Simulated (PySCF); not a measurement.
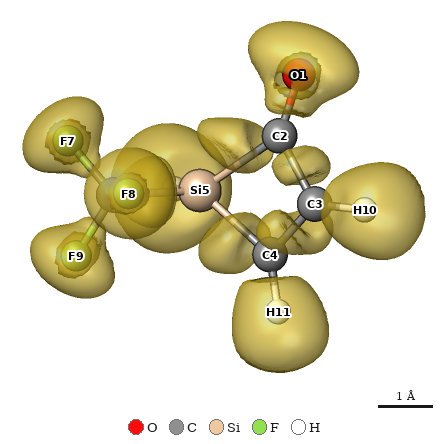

The picture shows: C4H3F3OSi. Isosurface of the ELF at 0.75 (yellow), seen at a tilt. Core shells and regions of very low density are left out.

Geometry: GFN2-xTB.

Level of theory: CAM-B3LYP/def2-SVPD, SCF density, gas phase (PySCF).

```yaml
atoms:
  - { symbol: O, position_ang: [0.9653, 1.7658, 1.8951] }
  - { symbol: C, position_ang: [0.9039, 0.9975, 0.9795] }
  - { symbol: C, position_ang: [1.8497, -0.0387, 0.5023] }
  - { symbol: C, position_ang: [1.2914, -0.4708, -0.6446] }
  - { symbol: Si, position_ang: [-0.2639, 0.6177, -0.5546] }
  - { symbol: C, position_ang: [-1.8189, -0.4932, -0.1447] }
  - { symbol: F, position_ang: [-2.8956, 0.2237, 0.2219] }
  - { symbol: F, position_ang: [-1.5829, -1.3692, 0.8489] }
  - { symbol: F, position_ang: [-2.2057, -1.2282, -1.2080] }
  - { symbol: H, position_ang: [2.7669, -0.3404, 0.9804] }
  - { symbol: H, position_ang: [1.7034, -1.2059, -1.3152] }
  - { symbol: H, position_ang: [-0.7126, 1.5411, -1.5870] }
```

What do the ELF domains correspond to?

The surface consists of two regions between bonded C–C atoms (shared pairs), three regions between bonded C–Si atoms (shared pairs), three regions around hydrogen nuclei, three regions on F in which the atom's valence shell and bonds are merged and one region on O in which the atom's valence shell and bonds are merged.

Values along the shortest contacts:
C–O (1.20 Å): the ELF peaks at about 0.85 between the atoms (a short, multiple covalent bond). C–F (1.34 Å): the ELF peaks at about 0.85 between the atoms; a shared but strongly polarised pair.
